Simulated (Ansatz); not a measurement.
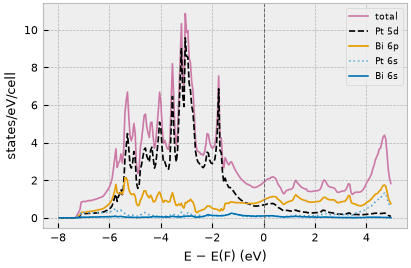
Figure: Total and projected density of states of BiPt (NiAs type, space group No. 194), plane-wave PAW LDA (Ansatz code)

Question: Which orbitals carry the states next to the Fermi level?

Answer: Within 0.5 eV of the Fermi level: Bi 6p 50 %, Pt 5d 36 %, Bi 6s 5 %. Projections are on Löwdin-orthogonalised atomic valence shells; empty p or d shells of many metals are not among them.

Question: Where is the tallest occupied peak in this window, and what makes it?

Answer: Near -3.0 eV, about 11 states/eV per cell; the largest projected share is Pt 5d.

Space group P6_3/mmc (NiAs type). The workflow started from a Materials Project entry (that database holds measured and hypothetical structures alike); the Crystallography Open Database files this formula in space group No. 194, but the cells were not matched. Its standing as an ambient phase is unchecked. The LDA relaxation kept the symmetry of its start; of distortions, only those at the zone centre were tested. The run is not spin-polarised. Scalar-relativistic: spin–orbit coupling is off unless named, which matters more the heavier the elements.

Potentials: the later of the program's two PAW sets.
